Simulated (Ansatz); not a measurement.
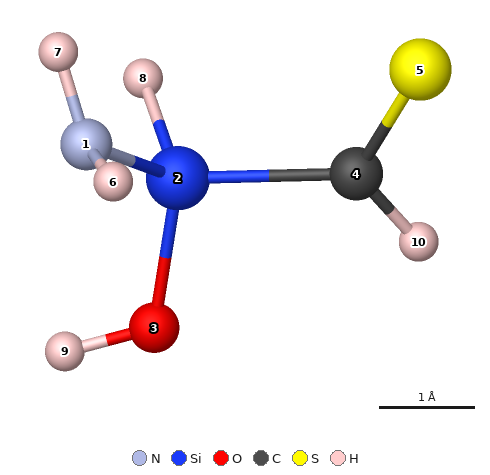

Fig. 1: The starting structure (ball-and-stick view, seen at a tilt; atoms are numbered from 1 in the order of the input).

**CH5NOSSi: geometry relaxation**

System: CH5NOSSi, SMILES N[SiH](O)C=S.
Method: RKS PBE0-D4/def2-TZVP (Ansatz 0.2.0).

The geometry: PBE-D4/def2-SVP start. Figures and captions count atoms from 1; the log counts them from 0 in places.

Input file:
```yaml
crystal:
  periodic: [false, false, false]
  atoms:
    - {symbol: N, position_ang: [-1.422471, -0.337468, 0.556997]}
    - {symbol: Si, position_ang: [0.194996, -0.460672, -0.056645]}
    - {symbol: O, position_ang: [1.300572, -0.741063, 1.178490]}
    - {symbol: C, position_ang: [0.869615, 1.120307, -0.866489]}
    - {symbol: S, position_ang: [-0.101569, 2.100833, -1.746557]}
    - {symbol: H, position_ang: [-1.696554, 0.519338, 1.048142]}
    - {symbol: H, position_ang: [-2.178904, -0.632983, -0.066095]}
    - {symbol: H, position_ang: [0.147173, -1.557951, -1.087321]}
    - {symbol: H, position_ang: [1.019862, -1.433939, 1.802635]}
    - {symbol: H, position_ang: [1.950380, 1.372296, -0.760055]}
basis:
  gaussian: {orbitals: def2-TZVP}
hamiltonian: {xc: pbe0, dispersion: d4}
relax: {f_tol: 0.005, max_steps: 150}
```

Run on 4 threads of Arm Neoverse V1, 23 GiB of memory available, shared host.

Run as:
```bash
ansatz run in.yaml --threads 4 --pin off --events-out ev --progress --plain --max-ram 10444MiB
```

Log:
```
Functional definition: PBE0
  name "PBE0"
  cite "Adamo & Barone, J. Chem. Phys. 110, 6158 (1999) doi:10.1063/1.478522"
  cite "Perdew, Burke & Ernzerhof, Phys. Rev. Lett. 77, 3865 (1996) doi:10.1103/PhysRevLett.77.3865"
  parent pbe
  parameter a = 0.25
  parameter kappa = 0.804
  parameter beta = 0.06672455060314922
  exchange = (1 - a)*pbe_x(kappa = kappa, mu = beta*pi^2/3) + a*exact_x
  correlation = pbe_c(beta = beta)
1245 factors; their error is unknown
mean field evaluation 1: about -23347.7720 eV, gradient 8.1e1 eV
mean field evaluation 2: about -23327.3214 eV, gradient 1.2e2 eV
mean field evaluation 4: about -23359.8135 eV, gradient 1.0e1 eV
mean field evaluation 8: about -23360.0589 eV, gradient 2.4e-1 eV
mean field evaluation 16: about -23360.1191 eV, gradient 2.1e-4 eV
mean field -23360.11907273 eV, -858.4685418654 hartree, gradient 4.5e-5 eV, S^2 0.000000; 0 other end points of the search recorded, 0 dependent functions left out
the calculation of the forces begins
reference -23360.11910301 eV, -858.4685429782 hartree; 28, 28 occupied and 169, 169 virtual orbitals, 1245 factors
relax step   1: F+E_penalty+E_count = -23360.32491162 eV  Δ(F+E_penalty+E_count) = +0.000e0 eV  max|allowed force component| = 9.294e-1 eV/Å  Δτ_max = 0.0000 Å  (30 SCF iters, accepted)
these checks for a lower state are left out or cut short: starts, cluster_reference, orbital_swaps, neighbouring_geometries, increment
1245 factors; their error is unknown
mean field -23360.17793638 eV, -858.4707050647 hartree, gradient 1.9e-5 eV, S^2 0.000000; 0 other end points of the search recorded, 0 dependent functions left out
the calculation of the forces begins
reference -23360.17796643 eV, -858.4707061689 hartree; 28, 28 occupied and 169, 169 virtual orbitals, 1245 factors
relax step   2: F+E_penalty+E_count = -23360.38474109 eV  Δ(F+E_penalty+E_count) = -5.983e-2 eV  max|allowed force component| = 5.122e-1 eV/Å  Δτ_max = 0.0300 Å  (35 SCF iters, accepted)
these checks for a lower state are left out or cut short: starts, cluster_reference, orbital_swaps, neighbouring_geometries, increment
1245 factors; their error is unknown
mean field evaluation 32: about -23360.1913 eV, gradient 1.9e-5 eV
mean field -23360.19134306 eV, -858.4711977510 hartree, gradient 1.9e-5 eV, S^2 0.000000; 0 other end points of the search recorded, 0 dependent functions left out
the calculation of the forces begins
reference -23360.19137299 eV, -858.4711988511 hartree; 28, 28 occupied and 169, 169 virtual orbitals, 1245 factors
relax step   3: F+E_penalty+E_count = -23360.39897879 eV  Δ(F+E_penalty+E_count) = -1.424e-2 eV  max|allowed force component| = 1.122e-1 eV/Å  Δτ_max = 0.0251 Å  (37 SCF iters, accepted)
these checks for a lower state are left out or cut short: starts, cluster_reference, orbital_swaps, neighbouring_geometries, increment
1245 factors; their error is unknown
mean field -23360.19170509 eV, -858.4712110554 hartree, gradient 1.7e-5 eV, S^2 0.000000; 0 other end points of the search recorded, 0 dependent functions left out
the calculation of the forces begins
reference -23360.19173502 eV, -858.4712121554 hartree; 28, 28 occupied and 169, 169 virtual orbitals, 1245 factors
relax step   4: F+E_penalty+E_count = -23360.39940686 eV  Δ(F+E_penalty+E_count) = -4.281e-4 eV  max|allowed force component| = 1.079e-1 eV/Å  Δτ_max = 0.0046 Å  (36 SCF iters, accepted)
these checks for a lower state are left out or cut short: starts, cluster_reference, orbital_swaps, neighbouring_geometries, increment
1245 factors; their error is unknown
mean field -23360.19306756 eV, -858.4712611252 hartree, gradient 1.8e-5 eV, S^2 0.000000; 0 other end points of the search recorded, 0 dependent functions left out
the calculation of the forces begins
reference -23360.19309746 eV, -858.4712622242 hartree; 28, 28 occupied and 169, 169 virtual orbitals, 1245 factors
relax step   5: F+E_penalty+E_count = -23360.40091297 eV  Δ(F+E_penalty+E_count) = -1.506e-3 eV  max|allowed force component| = 1.028e-1 eV/Å  Δτ_max = 0.0241 Å  (35 SCF iters, accepted)
these checks for a lower state are left out or cut short: starts, cluster_reference, orbital_swaps, neighbouring_geometries, increment
1245 factors; their error is unknown
mean field -23360.19434181 eV, -858.4713079532 hartree, gradient 1.1e-5 eV, S^2 0.000000; 0 other end points of the search recorded, 0 dependent functions left out
the calculation of the forces begins
reference -23360.19437176 eV, -858.4713090537 hartree; 28, 28 occupied and 169, 169 virtual orbitals, 1245 factors
relax step   6: F+E_penalty+E_count = -23360.40214761 eV  Δ(F+E_penalty+E_count) = -1.235e-3 eV  max|allowed force component| = 3.329e-2 eV/Å  Δτ_max = 0.0396 Å  (37 SCF iters, accepted)
these checks for a lower state are left out or cut short: starts, cluster_reference, orbital_swaps, neighbouring_geometries, increment
1245 factors; their error is unknown
mean field -23360.19482710 eV, -858.4713257870 hartree, gradient 1.6e-5 eV, S^2 0.000000; 0 other end points of the search recorded, 0 dependent functions left out
the calculation of the forces begins
reference -23360.19485705 eV, -858.4713268877 hartree; 28, 28 occupied and 169, 169 virtual orbitals, 1245 factors
relax step   7: F+E_penalty+E_count = -23360.40251143 eV  Δ(F+E_penalty+E_count) = -3.638e-4 eV  max|allowed force component| = 1.722e-2 eV/Å  Δτ_max = 0.0150 Å  (36 SCF iters, accepted)
these checks for a lower state are left out or cut short: starts, cluster_reference, orbital_swaps, neighbouring_geometries, increment
1245 factors; their error is unknown
mean field evaluation 64: about -23360.1948 eV, gradient 1.0e-4 eV
mean field -23360.19484083 eV, -858.4713262917 hartree, gradient 1.6e-5 eV, S^2 0.000000; 0 other end points of the search recorded, 0 dependent functions left out
the calculation of the forces begins
reference -23360.19487078 eV, -858.4713273923 hartree; 28, 28 occupied and 169, 169 virtual orbitals, 1245 factors
relax step   8: F+E_penalty+E_count = -23360.40252531 eV  Δ(F+E_penalty+E_count) = -1.388e-5 eV  max|allowed force component| = 6.204e-2 eV/Å  Δτ_max = 0.0136 Å  (34 SCF iters, accepted)
these checks for a lower state are left out or cut short: starts, cluster_reference, orbital_swaps, neighbouring_geometries, increment
1245 factors; their error is unknown
mean field -23360.19506616 eV, -858.4713345725 hartree, gradient 1.6e-5 eV, S^2 0.000000; 0 other end points of the search recorded, 0 dependent functions left out
the calculation of the forces begins
reference -23360.19509612 eV, -858.4713356736 hartree; 28, 28 occupied and 169, 169 virtual orbitals, 1245 factors
relax step   9: F+E_penalty+E_count = -23360.40268089 eV  Δ(F+E_penalty+E_count) = -1.556e-4 eV  max|allowed force component| = 1.334e-2 eV/Å  Δτ_max = 0.0054 Å  (36 SCF iters, accepted)
these checks for a lower state are left out or cut short: starts, cluster_reference, orbital_swaps, neighbouring_geometries, increment
1245 factors; their error is unknown
mean field -23360.19510555 eV, -858.4713360200 hartree, gradient 1.6e-5 eV, S^2 0.000000; 0 other end points of the search recorded, 0 dependent functions left out
the calculation of the forces begins
reference -23360.19513552 eV, -858.4713371212 hartree; 28, 28 occupied and 169, 169 virtual orbitals, 1245 factors
relax step  10: F+E_penalty+E_count = -23360.40269641 eV  Δ(F+E_penalty+E_count) = -1.552e-5 eV  max|allowed force component| = 4.334e-3 eV/Å  Δτ_max = 0.0024 Å  (37 SCF iters, accepted)
1245 factors; their error is unknown
mean field evaluation 96: about -23360.1951 eV, gradient 2.0e-3 eV
```

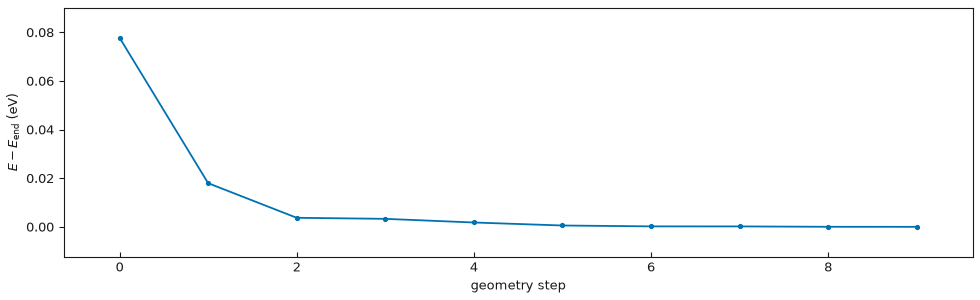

Fig. 2: Progress of the relaxation, step by step (the first geometry is step 0 here and step 1 in the log).

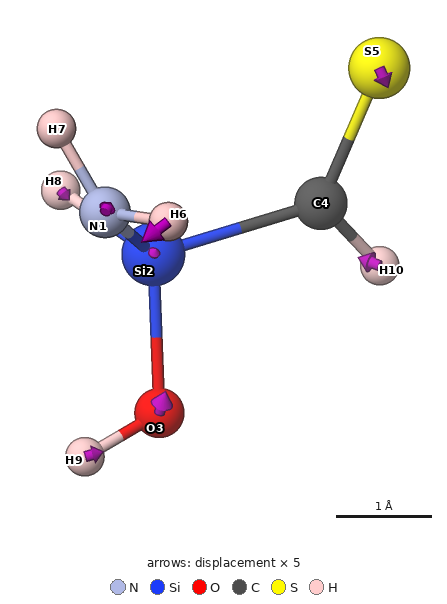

Fig. 3: The starting structure with the displacements as pink arrows, magnified 5 times (ball-and-stick view, seen at a tilt). The two geometries are laid on each other by the best rigid fit. The energy falls by 0.078 eV in 9 geometry steps. Largest force component: 0.93 eV/Å at the start, 0.0043 eV/Å at the end. H6 moves most after the best rigid fit: 0.074 Å. Largest moves by element: H 0.074 Å, O 0.059 Å, S 0.048 Å, N 0.033 Å, Si 0.018 Å, C 0.015 Å. Among the contacts that change: Si2–O3 1.681 → 1.644 Å, N1–Si2 1.734 → 1.704 Å, C4–S5 1.637 → 1.612 Å, C4–H10 1.115 → 1.094 Å. Among the angles that change: Si2–O3–H9 113.6° → 116.6°. (Atoms are counted from 1 in the order of the input.)

```
mean field -23360.19510555 eV, -858.4713360200 hartree, gradient 5.9e-5 eV, S^2 0.000000; 1 other end points of the search recorded, 0 dependent functions left out
the calculation of the forces begins
reference -23360.19513551 eV, -858.4713371212 hartree; 28, 28 occupied and 169, 169 virtual orbitals, 1245 factors
Total energy: -23360.40272637 eV, -858.4789659445 hartree
Atom 0 at    -1.415071    -0.329289     0.525905 Å, force     0.004334     0.002827     0.000749 eV/Å
Atom 1 at     0.181115    -0.448860    -0.058671 Å, force    -0.001997    -0.001546    -0.000768 eV/Å
Atom 2 at     1.254255    -0.710128     1.159094 Å, force     0.002616     0.002188    -0.001574 eV/Å
Atom 3 at     0.868266     1.105825    -0.868587 Å, force     0.000491     0.002891    -0.000825 eV/Å
Atom 4 at    -0.066209     2.110134    -1.715688 Å, force     0.000267    -0.001124     0.000587 eV/Å
Atom 5 at    -1.695075     0.458164     1.089953 Å, force    -0.003003    -0.000461    -0.000464 eV/Å
Atom 6 at    -2.170249    -0.626602    -0.070796 Å, force    -0.001133    -0.000804    -0.000856 eV/Å
Atom 7 at     0.161319    -1.541322    -1.066605 Å, force    -0.000543    -0.000006     0.000718 eV/Å
Atom 8 at     1.027905    -1.394552     1.791088 Å, force    -0.000483    -0.003240     0.002252 eV/Å
Atom 9 at     1.936844     1.325328    -0.782591 Å, force    -0.000550    -0.000727     0.000180 eV/Å
Dipole moment:    -0.200924    -0.282468     0.285323 e Å
```

Trajectory as extended XYZ (Å, eV, eV/Å), 10 frames, from step=1 to step=10:
```
10
Properties=species:S:1:pos:R:3:forces:R:3 step=1 energy=-23360.32491
N    -1.4225   -0.3375    0.5570    0.0416   0.3275  -0.2924
Si    0.1950   -0.4607   -0.0566    0.0063  -0.0452   0.5527
O     1.3006   -0.7411    1.1785   -0.9294  -0.3373  -0.3569
C     0.8696    1.1203   -0.8665   -0.0725   0.4051  -0.2976
S    -0.1016    2.1008   -1.7466    0.6375  -0.6010   0.5530
H    -1.6966    0.5193    1.0481    0.1842  -0.5662  -0.2990
H    -2.1789   -0.6330   -0.0661    0.5010   0.1836   0.3783
H     0.1472   -1.5580   -1.0873    0.0647   0.2423   0.2767
H     1.0199   -1.4339    1.8026    0.2200   0.4985  -0.4250
H     1.9504    1.3723   -0.7601   -0.6534  -0.1072  -0.0898
10
Properties=species:S:1:pos:R:3:forces:R:3 step=2 energy=-23360.38474
N    -1.4146   -0.3390    0.5557    0.1835   0.1228  -0.1939
Si    0.1873   -0.4571   -0.0618    0.1189  -0.0065   0.4403
O     1.2838   -0.7339    1.1606   -0.5122  -0.0684  -0.3186
C     0.8673    1.1116   -0.8643   -0.1633   0.1979  -0.1657
S    -0.0875    2.0911   -1.7387    0.2868  -0.2715   0.2444
H    -1.6830    0.5010    1.0549    0.0471  -0.1613  -0.0515
H    -2.1642   -0.6230   -0.0625    0.1162   0.0273   0.1044
H     0.1552   -1.5515   -1.0723    0.0050   0.0624   0.0542
H     1.0069   -1.4138    1.7846    0.1058   0.1378  -0.0838
H     1.9319    1.3633   -0.7529   -0.1880  -0.0405  -0.0298
10
Properties=species:S:1:pos:R:3:forces:R:3 step=3 energy=-23360.39898
N    -1.4053   -0.3372    0.5485    0.0256   0.0493  -0.0689
Si    0.1873   -0.4509   -0.0578    0.0336   0.0196   0.1122
O     1.2662   -0.7285    1.1554   -0.0968  -0.0185  -0.0557
C     0.8618    1.1129   -0.8565   -0.0121  -0.0471  -0.0951
S    -0.0794    2.0810   -1.7377   -0.0108   0.0248   0.0128
H    -1.6753    0.4832    1.0708   -0.0136  -0.0287   0.0203
H    -2.1533   -0.6187   -0.0664   -0.0190  -0.0079   0.0215
H     0.1596   -1.5382   -1.0682    0.0020  -0.0098  -0.0317
H     0.9970   -1.4061    1.7788    0.0595  -0.0049   0.0502
H     1.9244    1.3511   -0.7638    0.0316   0.0233   0.0346
10
Properties=species:S:1:pos:R:3:forces:R:3 step=4 energy=-23360.39941
N    -1.4054   -0.3358    0.5460    0.0310   0.0288  -0.0685
Si    0.1879   -0.4511   -0.0574    0.0298   0.0195   0.1079
O     1.2656   -0.7283    1.1568   -0.0939  -0.0120  -0.0591
C     0.8623    1.1122   -0.8573   -0.0154  -0.0496  -0.0856
S    -0.0816    2.0817   -1.7337   -0.0108   0.0290   0.0075
H    -1.6758    0.4815    1.0721   -0.0160  -0.0125   0.0269
H    -2.1537   -0.6170   -0.0684   -0.0189  -0.0087   0.0181
H     0.1612   -1.5384   -1.0678    0.0013  -0.0108  -0.0303
H     0.9975   -1.4060    1.7805    0.0555  -0.0080   0.0506
H     1.9252    1.3497   -0.7677    0.0375   0.0242   0.0324
10
Properties=species:S:1:pos:R:3:forces:R:3 step=5 energy=-23360.40091
N    -1.4070   -0.3311    0.5336   -0.0126   0.0373   0.0057
Si    0.1865   -0.4522   -0.0590    0.0240  -0.0241  -0.0651
O     1.2590   -0.7211    1.1569   -0.0128  -0.0103   0.0215
C     0.8689    1.0999   -0.8757   -0.0367   0.0653   0.1028
S    -0.0807    2.0964   -1.7147    0.0003   0.0038  -0.0435
H    -1.6811    0.4690    1.0841   -0.0015  -0.0244  -0.0041
H    -2.1601   -0.6173   -0.0715   -0.0147  -0.0050   0.0018
H     0.1635   -1.5430   -1.0672   -0.0129  -0.0187  -0.0075
H     1.0045   -1.3962    1.7890    0.0348   0.0036   0.0219
H     1.9297    1.3443   -0.7724    0.0322  -0.0274  -0.0334
10
Properties=species:S:1:pos:R:3:forces:R:3 step=6 energy=-23360.40215
N    -1.4116   -0.3278    0.5214   -0.0004   0.0034   0.0325
Si    0.1872   -0.4480   -0.0553   -0.0094  -0.0024  -0.0249
O     1.2541   -0.7162    1.1667   -0.0215  -0.0013   0.0087
C     0.8708    1.1065   -0.8701   -0.0109   0.0070  -0.0121
S    -0.0817    2.1064   -1.7039    0.0333  -0.0088   0.0147
H    -1.6931    0.4501    1.0985    0.0101  -0.0073  -0.0145
H    -2.1659   -0.6146   -0.0815    0.0036  -0.0041  -0.0051
H     0.1701   -1.5385   -1.0660   -0.0003   0.0039   0.0044
H     1.0118   -1.3958    1.7989    0.0167   0.0120  -0.0089
H     1.9413    1.3264   -0.8057   -0.0212  -0.0024   0.0052
10
Properties=species:S:1:pos:R:3:forces:R:3 step=7 energy=-23360.40251
N    -1.4117   -0.3308    0.5269   -0.0015   0.0045   0.0036
Si    0.1848   -0.4492   -0.0577   -0.0012   0.0046  -0.0119
O     1.2553   -0.7147    1.1616   -0.0160  -0.0072   0.0048
C     0.8689    1.1061   -0.8693    0.0022   0.0056  -0.0050
S    -0.0742    2.1061   -1.7126    0.0091  -0.0017   0.0039
H    -1.6909    0.4548    1.0943    0.0026  -0.0028  -0.0024
H    -2.1661   -0.6192   -0.0754   -0.0009  -0.0037   0.0000
H     0.1655   -1.5394   -1.0681   -0.0015  -0.0006   0.0020
H     1.0139   -1.3936    1.7946    0.0172   0.0050   0.0016
H     1.9377    1.3285   -0.7912   -0.0100  -0.0037   0.0033
10
Properties=species:S:1:pos:R:3:forces:R:3 step=8 energy=-23360.40253
N    -1.4144   -0.3275    0.5244    0.0489   0.0016   0.0193
Si    0.1831   -0.4479   -0.0567   -0.0057  -0.0229   0.0052
O     1.2533   -0.7137    1.1632    0.0131   0.0620  -0.0595
C     0.8685    1.1067   -0.8678   -0.0050   0.0055  -0.0050
S    -0.0722    2.1063   -1.7141    0.0072  -0.0011   0.0033
H    -1.6923    0.4606    1.0879   -0.0201   0.0100   0.0069
H    -2.1684   -0.6246   -0.0725   -0.0270  -0.0047  -0.0186
H     0.1633   -1.5404   -1.0647    0.0033   0.0013  -0.0023
H     1.0254   -1.3999    1.7908   -0.0163  -0.0492   0.0462
H     1.9368    1.3291   -0.7875    0.0017  -0.0025   0.0047
10
Properties=species:S:1:pos:R:3:forces:R:3 step=9 energy=-23360.40268
N    -1.4145   -0.3295    0.5261    0.0130   0.0026   0.0026
Si    0.1818   -0.4490   -0.0585   -0.0029  -0.0029  -0.0015
O     1.2542   -0.7112    1.1598    0.0040   0.0127  -0.0131
C     0.8682    1.1058   -0.8686    0.0009   0.0055  -0.0010
S    -0.0678    2.1089   -1.7155    0.0012  -0.0013   0.0007
H    -1.6935    0.4583    1.0902   -0.0064   0.0007   0.0006
H    -2.1695   -0.6254   -0.0712   -0.0066  -0.0014  -0.0035
H     0.1621   -1.5409   -1.0670   -0.0006  -0.0004   0.0014
H     1.0255   -1.3948    1.7914   -0.0017  -0.0133   0.0131
H     1.9366    1.3265   -0.7835   -0.0010  -0.0021   0.0009
10
Properties=species:S:1:pos:R:3:forces:R:3 step=10 energy=-23360.40270
N    -1.4151   -0.3293    0.5259    0.0043   0.0028   0.0007
Si    0.1811   -0.4489   -0.0587   -0.0020  -0.0015  -0.0008
O     1.2543   -0.7101    1.1591    0.0026   0.0022  -0.0016
C     0.8683    1.1058   -0.8686    0.0005   0.0029  -0.0008
S    -0.0662    2.1101   -1.7157    0.0003  -0.0011   0.0006
H    -1.6951    0.4582    1.0900   -0.0030  -0.0005  -0.0005
H    -2.1702   -0.6266   -0.0708   -0.0011  -0.0008  -0.0009
H     0.1613   -1.5413   -1.0666   -0.0005   0.0000   0.0007
H     1.0279   -1.3946    1.7911   -0.0005  -0.0032   0.0023
H     1.9368    1.3253   -0.7826   -0.0006  -0.0007   0.0002
```

Summary:

| quantity | value |
| --- | --- |
| outcome | converged |
| total energy | −23360.4027 eV |
| mean-field energy | −23360.1951 eV |
| dispersion energy | −0.2076 eV |
| SCF solution under orbital rotations | stable |
| largest force (length of the vector) at the end | 0.005 eV/Å |
| dipole moment | 2.16 D |
| wall time | 34 s (CPU time 2.1 min) |
| peak memory | 0.52 GiB |
